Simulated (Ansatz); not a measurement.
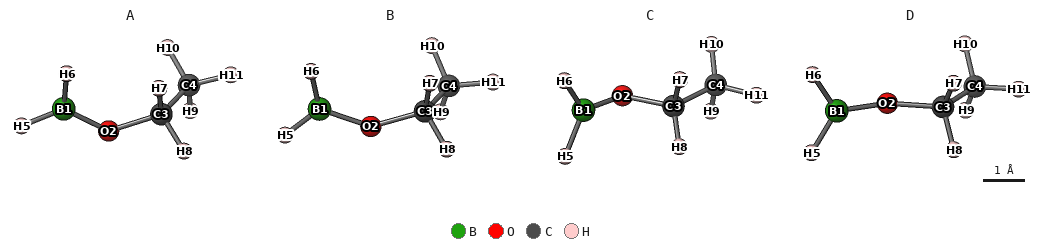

4 geometries from one relaxation of C₂H₇BO (coarse preliminary run), in shuffled order. Style: ball-and-stick. Shown at a tilt.

The start comes from a force field.

Method: RKS PBE-D4/def2-SVP (Ansatz 0.2.0). (force threshold 0.03 eV/Å; at most 200 steps)

Question: Put them in the order of the run, from the start to the converged end.

Answer: C, D, B, A. They are steps 0, 5, 9, 15, at +30.6 kcal/mol, +15.1 kcal/mol, +5.10 kcal/mol relative to the last. The energy falls by 30.6 kcal/mol in 15 geometry steps. The largest force component goes from 4.7 to 0.027 eV/Å. The largest move after the best rigid fit is that of H5, 1.11 Å. Largest moves by element: H 1.11 Å, O 0.95 Å, C 0.33 Å, B 0.16 Å. Some distances before and after: B1–O2 1.436 → 1.349 Å, C3–H8 1.044 → 1.111 Å, B1–H6 1.166 → 1.225 Å, C3–H7 1.159 → 1.113 Å. Bond angles that change, for instance: B1–O2–C3 107.5° → 122.8°, C3–C4–H9 104.0° → 110.8°, H5–B1–H6 117.0° → 123.2°. Groups turn about B1–O2 by about 95°, O2–C3 by about 70°.
